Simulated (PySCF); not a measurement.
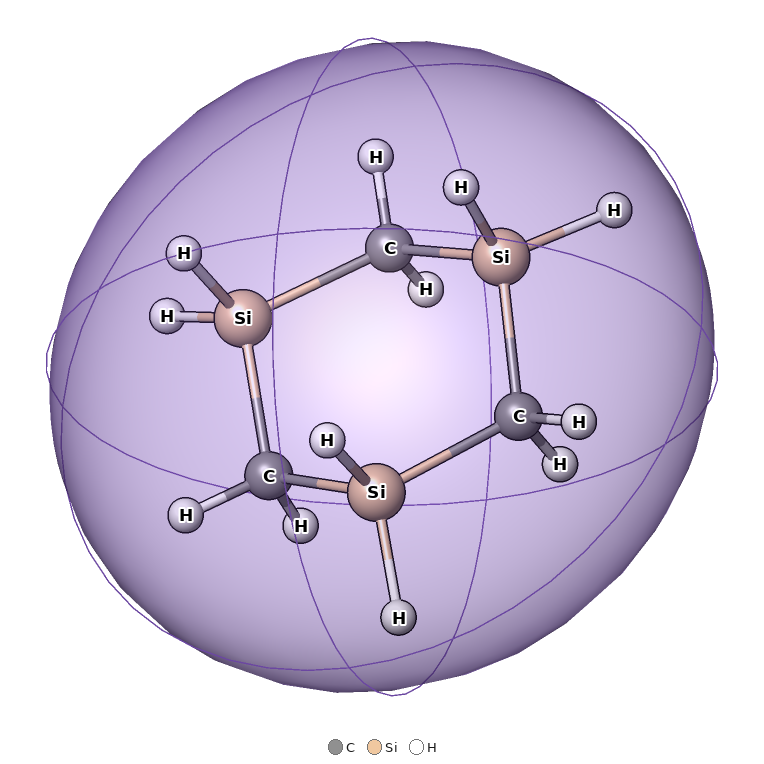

The ellipsoid shows the static dipole polarisability: its half-axes are proportional to the principal values. The computed structure is the end point of a GFN2-xTB optimisation. No frequency run is at hand to confirm it as a minimum. Method: PBE0/def2-SVPD (PySCF 2.14.0).

How large and how anisotropic is the polarisability?

Principal values 94.2, 120.1, 120.1 bohr³; mean 111.5 bohr³ (16.52 Å³); anisotropy 25.9 bohr³, so the longest axis is 1.28 times the shortest.

The geometry is semi-empirical. Around Si such bond lengths and angles can be off by a tenth of an ångström or more and by several degrees, and values that hang on the shape move with them.
